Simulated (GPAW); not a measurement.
Consider Se (Selenium, P3_221).

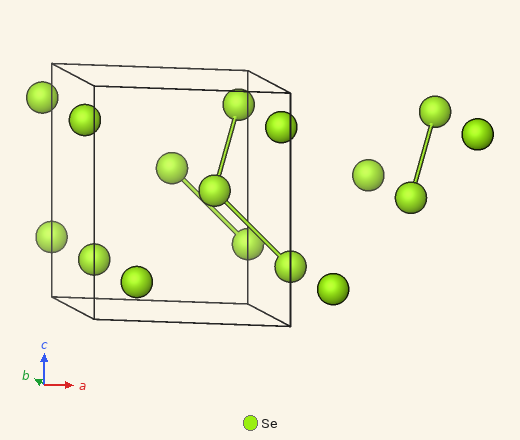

The structure (selenium green). Bonds to atoms that aren't drawn are left out. 2×2×1 cells are drawn. Some periodic images of atoms are drawn too.

```
Se
1.0
     4.35517    0.00000    0.00000
    -2.17759    3.77169    0.00000
     0.00000    0.00000    4.94945
Se
3
Cartesian
  1.7050 2.9532 2.4747
  -0.4725 0.8185 4.1245
  0.9451 0.0000 0.8249
```

Absorber: atom 1, with 2 Se at 2.32 Å (bent, 105°, site symmetry 2). Method: GPAW, LDA, full core hole (charged cell), 9-atom cell with 6.6 Å between holes, 3×3×3 k points, dipole transitions, Gaussian full width 2.33 eV up to 4 eV, rising linearly to 3.5 eV at 25 eV.

Q: Predict the near-edge structure at the Se K edge.

Main maxima up to 30 eV above the zero (height): 0.6 eV (2.77), 13.0 eV (1.03) and 26.8 eV (0.97). A K edge sees empty p states on the absorber. 

The Se K spectrum (energy from the lowest empty level; intensity scaled to a mean of 1 over the first 20 eV; polarised curves are means over the symmetry-equivalent atoms):

| E (eV) | isotropic | ε ⊥ c | ε ∥ c |
| --- | --- | --- | --- |
| -2.0 | 0.16 | 0.17 | 0.14 |
| -0.5 | 1.70 | 1.52 | 2.05 |
| 1.0 | 2.63 | 2.03 | 3.82 |
| 2.5 | 1.03 | 0.89 | 1.32 |
| 4.0 | 0.35 | 0.34 | 0.35 |
| 5.5 | 0.58 | 0.55 | 0.64 |
| 7.0 | 0.87 | 0.85 | 0.91 |
| 8.5 | 0.89 | 0.95 | 0.78 |
| 10.0 | 0.87 | 0.93 | 0.76 |
| 11.5 | 0.97 | 1.03 | 0.87 |
| 13.0 | 1.03 | 1.05 | 0.99 |
| 14.5 | 0.96 | 0.95 | 0.99 |
| 16.0 | 0.89 | 0.89 | 0.88 |
| 17.5 | 0.90 | 0.92 | 0.84 |
| 19.0 | 0.93 | 0.95 | 0.88 |
| 20.5 | 0.91 | 0.91 | 0.91 |
| 22.0 | 0.90 | 0.88 | 0.94 |
| 23.5 | 0.94 | 0.95 | 0.93 |
| 25.0 | 0.96 | 0.97 | 0.92 |
| 26.5 | 0.97 | 0.96 | 0.98 |
| 28.0 | 0.94 | 0.94 | 0.96 |
| 29.5 | 0.87 | 0.88 | 0.85 |
| 31.0 | 0.87 | 0.88 | 0.83 |

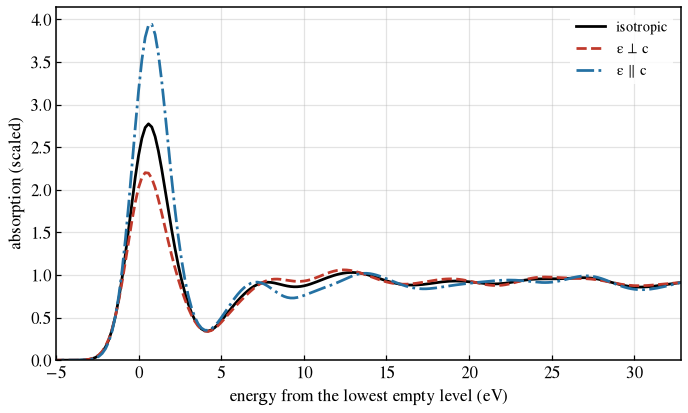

The Se K edge.

The script folds with a Gaussian, whereas the core hole's own line is a Lorentzian, so the onset is too steep and the first peak too high. The mesh is coarse (0.35 Å⁻¹ between points), so small maxima may be mesh ripples. Lifetime broadening is put in by hand, and intensities beyond about 20 eV depend on it and on the partial waves. The structure is a published determination, not relaxed.

[Banner, clock and machine lines of the logs are left out without a mark of their own.]

[Logs are printed without paths, hosts, clocks, repeated set-up lines and the standing remarks that a program may print on its own settings, such as how far it seeks lower states.]

[Hosts, paths, dates, database ids (printed as entryN), source tags and the programs' standing remarks are cut or masked in the printed files.]

[Lists of maxima count a maximum above −3 eV only where it reaches 4 % of the highest in the window and stands out from its surroundings by 2 % of it (1.5 % where it reaches 55 %); shoulders and weaker maxima are passed over, and of the rest the first, up to two pre-edge ones and the few strongest are named.]
